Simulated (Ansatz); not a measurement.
In doubt: masses and optical values from hybrid runs of this build are listed as unsure (in some of the runs), which bears on the screening that GW takes from such a start.

System: ZnAs2 (P2_1/c).

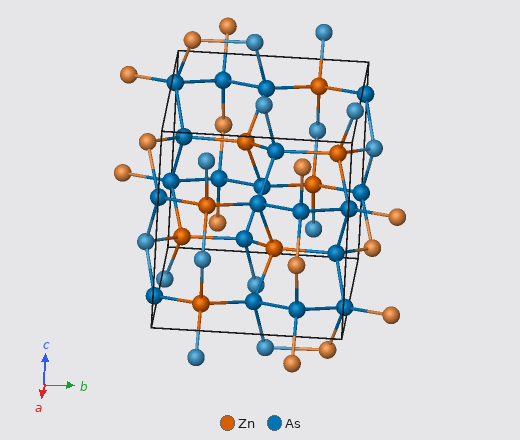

The structure (zinc orange, arsenic blue). Some periodic images of atoms are drawn too.

It takes space group P2_1/c (No. 14, monoclinic). The conventional cell has a = 9.287 Å, b = 7.691 Å, c = 8.010 Å, α = 90.00°, β = 102.28°, γ = 90.00°. Nearest to Zn lie 4 As at 2.46 to 2.53 Å. Nearest to Zn lie 4 As at 2.42 to 2.50 Å. As has 2 As at 2.41 to 2.42 Å and 2 Zn at 2.45 to 2.50 Å nearest. Nearest to As lie 2 As at 2.42 to 2.45 Å and 2 Zn at 2.46 to 2.51 Å. As has 2 As at 2.41 Å and 2 Zn at 2.42 to 2.43 Å nearest. Nearest to As lie 2 As at 2.41 to 2.45 Å and 2 Zn at 2.50 to 2.53 Å. Farther neighbours are not listed.

```cif
data_structure
_symmetry_space_group_name_H-M 'P 1'
_symmetry_Int_Tables_number 1
_cell_length_a 9.2870
_cell_length_b 7.6910
_cell_length_c 8.0100
_cell_angle_alpha 90.000
_cell_angle_beta 102.280
_cell_angle_gamma 90.000
_cell_volume 559.03
loop_
_atom_site_label
_atom_site_type_symbol
_atom_site_fract_x
_atom_site_fract_y
_atom_site_fract_z
_atom_site_occupancy
Zn1 Zn 0.39250 0.09630 0.22070 1
Zn2 Zn 0.60750 0.59630 0.27930 1
Zn3 Zn 0.60750 0.90370 0.77930 1
Zn4 Zn 0.39250 0.40370 0.72070 1
Zn5 Zn 0.08090 0.74790 0.39570 1
Zn6 Zn 0.91910 0.24790 0.10430 1
Zn7 Zn 0.91910 0.25210 0.60430 1
Zn8 Zn 0.08090 0.75210 0.89570 1
As9 As 0.24140 0.49180 0.43680 1
As10 As 0.75860 0.99180 0.06320 1
As11 As 0.75860 0.50820 0.56320 1
As12 As 0.24140 0.00820 0.93680 1
As13 As 0.38030 0.42240 0.22260 1
As14 As 0.61970 0.92240 0.27740 1
As15 As 0.61970 0.57760 0.77740 1
As16 As 0.38030 0.07760 0.72260 1
As17 As 0.06910 0.25320 0.39190 1
As18 As 0.93090 0.75320 0.10810 1
As19 As 0.93090 0.74680 0.60810 1
As20 As 0.06910 0.24680 0.89190 1
As21 As 0.24010 0.01300 0.43450 1
As22 As 0.75990 0.51300 0.06550 1
As23 As 0.75990 0.98700 0.56550 1
As24 As 0.24010 0.48700 0.93450 1
```

The cell and positions come from the Crystallography Open Database and are kept as given unless a step says otherwise.

Gaps computed with Ansatz 0.2.0 without a self-energy: HSE06 0.93 eV.

Question: Estimate the G0W0@HSE06 gap with 2×2×2 mesh, 1464 empty bands, screening to 110 eV, hard PAW files.

About 1.10 eV: on its mesh the run moves the gap from 0.93 eV by +0.16 eV. Bands and cutoff are finite, so the gap is not at the basis limit. The miss can reach some tenths of an eV and take either sign; the mesh is an error of its own. The 2×2×2 mesh is coarse for this cell (its supercell is 15 Å along the shortest edge). The RPA ε∞ on it, from the HSE06 start, is 9.99, 10.06 and 15.29; such meshes misread the long-range screening, most where the gap is narrow. The many-body steps are scalar-relativistic: spin-orbit coupling is not in them.

[Paths, hosts, dates, memory and timing lines, banners, echoed tables and standing remarks are left out of the program output.]

[Logs are printed without paths, hosts, clocks, repeated set-up lines and the standing remarks that a program may print on its own settings, such as how far it seeks lower states.]

[Runs of the session that timed out or met a known fault of the program may be left out.]

[Cells called generated may have been cut or substituted from an entry of the Crystallography Open Database or the Materials Project.]

[Hosts, paths, dates, database ids (printed as entryN), source tags and the programs' standing remarks are cut or masked in the printed files.]
